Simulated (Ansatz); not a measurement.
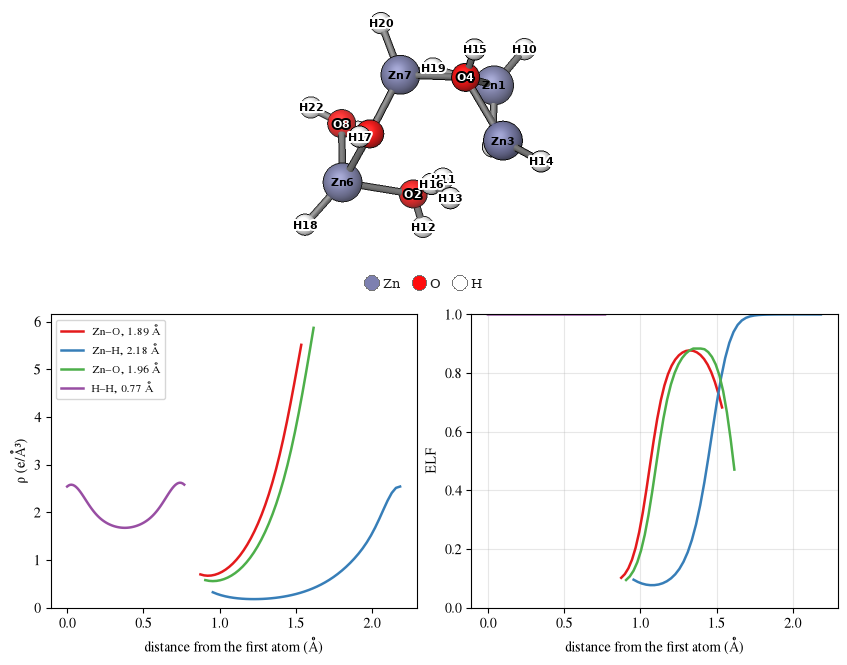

The picture shows: H12O4Zn4···H2 (Zn4O4 wurtzite atom sphere) (charge +1, doublet). Electron density and electron localisation function along straight lines between neighbouring atoms. The curves leave out the atomic cores. The structure is drawn too.

Geometry: r2SCAN-D4/def2-SVP.

Theory: UKS PBE0-D4/def2-TZVP in Ansatz.

```xyz
22

Zn   -1.1982    0.0082   -2.1081
O    -1.1757   -0.8750    1.4902
Zn    0.7079   -1.8718   -1.8787
O     0.9509    0.0938   -2.1410
O     1.3131    0.5060    0.8512
Zn    0.3138    0.2317    2.5146
Zn    0.5748    1.4288   -0.6245
O    -0.9252    1.8587    1.8778
H    -0.8525   -1.3811   -1.1617
H    -2.2357    0.5289   -3.1255
H    -1.0731   -1.1109    0.5440
H    -1.5864   -1.6428    1.9171
H     1.6506   -2.4241    0.0130
H     1.2316   -3.1505   -2.5233
H     1.4379    0.3954   -2.9250
H     1.4570   -1.7208    0.2538
H     2.2693    0.3637    0.8865
H     0.6067   -0.0802    3.9807
H    -1.0933    1.4454   -1.0404
H     0.3117    2.9642   -0.9698
H    -1.8738    1.6526    1.8864
H    -0.8442    2.7365    2.2844
```

Q: Compare the contacts.

A: Zn–O (1.89 Å): ρ at the midpoint is about 0.67 e/Å³; the ELF peaks at about 0.90 in the valence shell of O, 0.6 Å from its nucleus, and is about 0.15 at the midpoint.
Zn3···H13 (2.18 Å): the density falls to about 0.18 e/Å³ on the way; the ELF dips to about 0.10 between them.
Zn–O (1.96 Å): ρ is about 0.56 e/Å³ halfway; the ELF peaks at about 0.90 in the valence shell of O, 0.6 Å from its nucleus, and is about 0.15 at the midpoint.
H–H (0.77 Å): the density is about 1.7 e/Å³ at the midpoint; the ELF peaks at about 1 between the atoms.
